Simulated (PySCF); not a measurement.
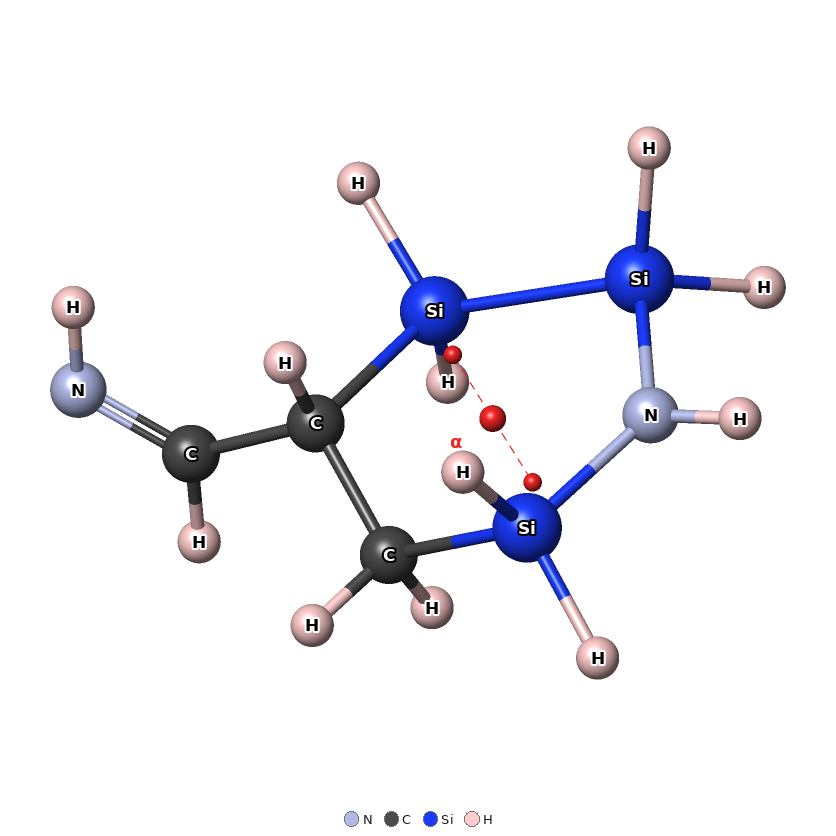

The small points mark where nucleus-independent chemical shifts (NICS) were computed: at the centre of each lettered ring and 1 Å above and below it. Computed geometry: GFN2-xTB optimisation. No frequency run is at hand to confirm it as a minimum. Method: GIAO PBE0/pcSseg-1 NMR shielding, non-relativistic, gas phase (PySCF 2.14.0).

Give NICS(0), NICS(1) and the out-of-plane component NICS(1)zz for each ring (means of the two sides).

```json
{"ring": "α", "members": "C2NSi3", "NICS(0)": "−2.1", "NICS(1)": "−1.5", "NICS(1)zz": "4.3"}
```

Values in ppm.

### What do the values say about the ring currents?

Ring α: weak, as in a non-aromatic ring. NICS is one index among several.

The geometry is semi-empirical. Around Si such bond lengths and angles can be off by a tenth of an ångström or more and by several degrees, and values that hang on the shape move with them.
